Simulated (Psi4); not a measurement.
# M06-2X/6-31G (sweep point 3) run of PH3S (SMILES [PH3]=S)

What is the energy change on altering one bond length of PH3S at M06-2X/6-31G (sweep point 3)? 

Program for the calculation: Psi4 1.11.

## 1. Starting point

PH3S: 5 atoms, total charge 0, spin state singlet. As SMILES, `[PH3]=S`. Geometry: relaxed at GFN2-xTB.

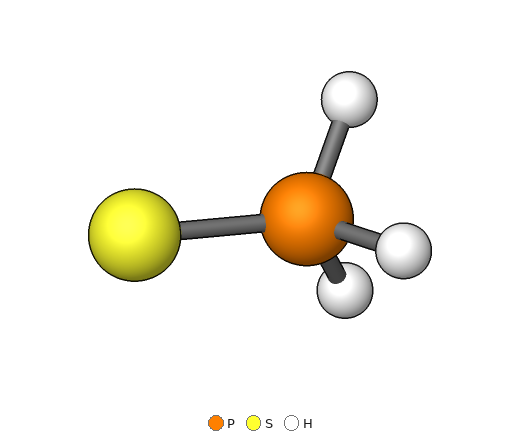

Viewed from a chosen angle; phosphorus orange, sulfur yellow, hydrogen white.

## 2. A single-point energy at M06-2X/6-31G (sweep point 3)

File calc.inp:

```
memory 1.6 GB

molecule {
  0 1
  P      0.007920    -0.006600     0.007660
  S      1.261690    -0.941140     1.111260
  H     -1.166840     0.461930     0.594540
  H     -0.532470    -0.676580    -1.089190
  H      0.429710     1.162380    -0.624270
  symmetry c1
}

set globals {
  puream               true
  scf_type             pk
  dft_radial_points    99
  dft_spherical_points 590
}

energy("m06-2x/6-31G")
print_variables()
```

Launch:

```console
$ psi4 -n 1 calc.inp calc.out
```

calc.out:

```text
[...]
  Running in c1 symmetry.
[...]
  Nuclear repulsion =   93.089271308523081
[...]
  Multiplicity = 1
[...]
  Nalpha       = 17
  Nbeta        = 17
[...]
    Number of basis functions: 32
[...]
   @RKS iter   1:  -741.05329308146270    1.47872e-01   9.69610e-03 ADIIS/DIIS
[...]
   @RKS iter   7:  -741.13867495109776   -6.92812e-08   8.07183e-07 DIIS
[...]
    Orbital Energies [Eh]
    ---------------------
    Doubly Occupied:
       1A    -89.854706     2A    -78.125172     3A     -8.225033
       4A     -6.962252     5A     -6.145705     6A     -6.135483
       7A     -6.135483     8A     -5.075645     9A     -5.073413
      10A     -5.073408    11A     -0.890368    12A     -0.720555
      13A     -0.531734    14A     -0.531471    15A     -0.430297
      16A     -0.284906    17A     -0.284873
[...]
  @RKS Final Energy:  -741.13867495109776
   => Energetics <=
    Nuclear Repulsion Energy =             93.0892713085230810
    One-Electron Energy =               -1208.2823872122148714
    Two-Electron Energy =                 397.7836909920397375
    DFT Exchange-Correlation Energy =     -23.7292500394457484
    Empirical Dispersion Energy =           0.0000000000000000
    VV10 Nonlocal Energy =                  0.0000000000000000
    Total Energy =                       -741.1386749510977552
[...]
 Multipole Moments:
 ------------------------------------------------------------------------------------
     Multipole            Electronic (a.u.)      Nuclear  (a.u.)        Total (a.u.)
 ------------------------------------------------------------------------------------
 L = 1.  Multiply by 2.5417464519 to convert [e a0] to [Debye]
 Dipole X            :          1.0662526           -2.3073834           -1.2411308
 Dipole Y            :         -0.7982353            1.7230471            0.9248118
 Dipole Z            :          0.9418563           -2.0341520           -1.0922957
 Magnitude           :                                                    1.8944109
[...]
```

It took 6 s on 1 thread of Intel Xeon Platinum 8488C (Sapphire Rapids), shared host; peak memory 0.79 GiB.

## 3. The distorted shape at the same level

File input.inp:

```
memory 1600 MB

molecule m {
  0 1
  P      0.278116     0.328391     0.556087
  S      1.531886    -0.606149     1.659687
  H     -0.896644     0.796921     1.142967
  H     -0.532470    -0.676580    -1.089190
  H      0.699906     1.497371    -0.075843
  symmetry c1
}

set {
  puream               true
  scf_type             pk
  dft_radial_points    99
  dft_spherical_points 590
}

e, wfn = energy('m06-2x/6-31G', return_wfn=True)
```

Launch:

```console
$ psi4 -i input.inp -o input.out -n 1
```

input.out:

```text
[...]
  Running in c1 symmetry.
[...]
  Nuclear repulsion =   90.579658817520325
[...]
  Multiplicity = 1
[...]
  Nalpha       = 17
  Nbeta        = 17
[...]
    Number of basis functions: 32
[...]
   @RKS iter   1:  -740.97985634832776    5.59438e-03   9.91982e-03 DIIS/ADIIS
[...]
   @RKS iter   9:  -741.07961190306901   -2.65618e-09   1.03372e-07 DIIS
[...]
    Orbital Energies [Eh]
    ---------------------
    Doubly Occupied:
       1A    -89.879434     2A    -78.141254     3A     -8.249340
       4A     -6.971126     5A     -6.169424     6A     -6.160818
       7A     -6.159205     8A     -5.084954     9A     -5.082695
      10A     -5.081749    11A     -0.889881    12A     -0.708096
      13A     -0.532038    14A     -0.457364    15A     -0.420872
      16A     -0.301669    17A     -0.289316
[...]
  @RKS Final Energy:  -741.07961190306901
   => Energetics <=
    Nuclear Repulsion Energy =             90.5796588175203254
    One-Electron Energy =               -1202.9927335542238325
    Two-Electron Energy =                 395.0059725924984946
    DFT Exchange-Correlation Energy =     -23.6725097588640097
    Empirical Dispersion Energy =           0.0000000000000000
    VV10 Nonlocal Energy =                  0.0000000000000000
    Total Energy =                       -741.0796119030690079
[...]
 Multipole Moments:
 ------------------------------------------------------------------------------------
     Multipole            Electronic (a.u.)      Nuclear  (a.u.)        Total (a.u.)
 ------------------------------------------------------------------------------------
 L = 1.  Multiply by 2.5417464519 to convert [e a0] to [Debye]
 Dipole X            :          1.6518817           -2.5527637           -0.9008820
 Dipole Y            :         -0.3960477            1.4188228            1.0227750
 Dipole Z            :          1.9419141           -2.5322096           -0.5902955
 Magnitude           :                                                    1.4852966
[...]
```

It took 6.9 s on 1 thread of Intel Xeon Platinum 8488C (Sapphire Rapids), shared host; peak memory 0.78 GiB.

## 4. Results

At M06-2X/6-31G (sweep point 3):

| quantity | value |
| --- | --- |
| first shape: total energy | -741.13867 Eh |
| first shape: dipole moment | 4.82 D |
| first shape: HOMO energy | -7.75 eV |
| first shape: LUMO energy | 1.08 eV |
| first shape: HOMO–LUMO gap | 8.83 eV |
| distorted shape: total energy | -741.07961 Eh |
| distorted shape: dipole moment | 3.78 D |
| distorted shape: HOMO energy | -7.87 eV |
| distorted shape: LUMO energy | -1.80 eV |
| distorted shape: HOMO–LUMO gap | 6.07 eV |
| energy change with the P1–H4 bond stretched from 1.394 to 2.091 Å | 1.607 eV |

In words: With the P1–H4 bond stretched from 1.394 to 2.091 Å the energy rises by 1.61 eV (155 kJ/mol). The first shape isn't relaxed at this level, so the change isn't measured from a minimum.
